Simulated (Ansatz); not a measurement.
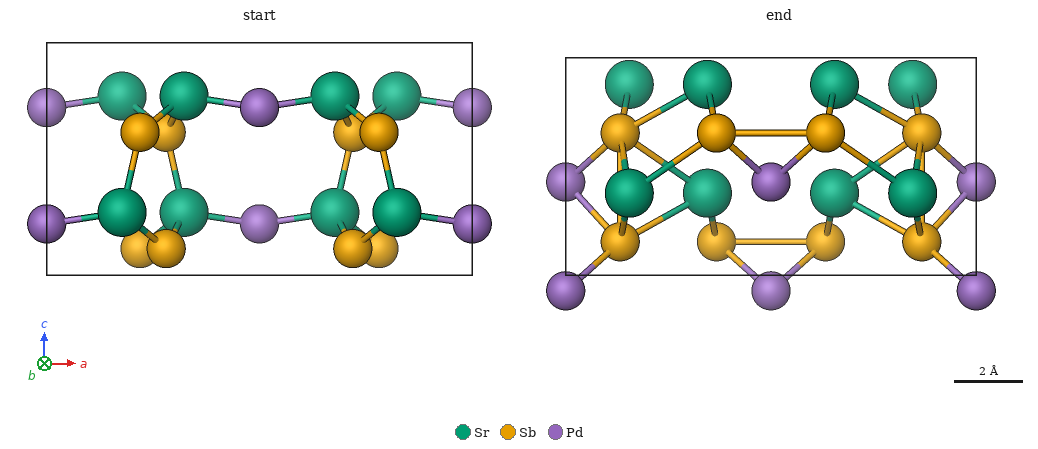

The structure of crystalline Sr$_{2}$Sb$_{2}$Pd (built on the Si2N2O-36 type type) before (left) and after (right) a relaxation, at one scale.

Style: ball-and-stick. Shown: the conventional cell (2 times the calculation's cell), along the b axis. Lengths and directions refer to the drawn axes.

Level of theory: DFT, PBEsol, plane waves, PAW (Ansatz 0.2.0).

Input
```yaml
crystal:
  lattice:
    - [6.31095595, -3.90745963, 0.0]
    - [6.31095595, 3.90745963, 0.0]
    - [0.0, 0.0, 6.89842227]
  atoms:
    - { symbol: Sr, position: [0.32758665, 0.02668309, 0.72930006] }
    - { symbol: Sr, position: [0.67241335, 0.97331691, 0.22930006] }
    - { symbol: Sr, position: [0.02668309, 0.32758665, 0.22930006] }
    - { symbol: Sr, position: [0.97331691, 0.67241335, 0.72930006] }
    - { symbol: Sb, position: [0.34288338, 0.09563758, 0.38498384] }
    - { symbol: Sb, position: [0.65711662, 0.90436242, 0.88498384] }
    - { symbol: Sb, position: [0.09563758, 0.34288338, 0.88498384] }
    - { symbol: Sb, position: [0.90436242, 0.65711662, 0.38498384] }
    - { symbol: Pd, position: [0.2087207, 0.7912793, 0.77871119] }
    - { symbol: Pd, position: [0.7912793, 0.2087207, 0.27871119] }
kpoints:
  mp_grid: { grid: [4, 4, 4] }
hamiltonian:
  xc: pbesol
scf:
  occupations: { method: fermi_dirac, width: 0.03 }
relax:
  f_tol: 0.01
  cell: {}
  max_steps: 120
```

Launched with:
```bash
ansatz run input.yaml --threads 4 --pin off --max-ram 4608MiB --backend cpu --events-out ev --progress --plain --runs-dir out
```

Describe what moved and what it gained.

Answer. The run was cut off at its time limit before the relaxation converged, so the last structure is only a point on the way. The largest moves relative to the cell, 2.12 Å, are those of Sb5, Sb6, Sb7, Sb8, Pd9 and Pd10. Sb7 goes roughly along [1 1 0]. By element the largest moves are Sb 2.12 Å, Pd 2.11 Å, Sr 0.74 Å. The volume changes by −4.3 %, with a 12.622 → 12.177 Å (−3.5 %), b 7.815 → 8.283 Å (+6.0 %), c 6.898 → 6.453 Å (−6.5 %). Near-neighbour distances that change, for instance: Sb5–Sb8 7.087 → 3.233 Å, Sb5–Pd9 6.369 → 2.771 Å, Sr1–Pd9 2.307 → 3.724 Å, Sr1–Sb8 4.585 → 3.311 Å. New bonds form, among them: Sb5–Pd10 (3.85 → 2.66 Å), Sb5–Pd9 (6.37 → 2.77 Å), Sb5–Sb8 (7.09 → 3.23 Å), Sb6–Pd10 (6.37 → 2.77 Å). Bonds break, among them: Sr1–Pd9 (2.31 → 3.72 Å), Sr2–Pd10 (2.31 → 3.72 Å), Sr3–Pd10 (2.31 → 3.72 Å), Sr4–Pd9 (2.31 → 3.72 Å). Among the angles between lasting bonds that change: Sb6–Sr2–Sb8 107.7° → 58.2°, Sr2–Sb6–Sr4 116.9° → 77.1°, Sr1–Sb6–Sr2 118.8° → 79.1°. The space group stays Cmc2_1 (No. 36). The energy falls by 3257 meV per atom in 22 geometry steps. The largest force component goes from 2.8 to 0.2 eV/Å. The pressure goes from 30.61 to −0.68 GPa. Cost: 5.7 min on 4 threads of Arm Neoverse V1, with other jobs on the host, peak memory 1 GiB.
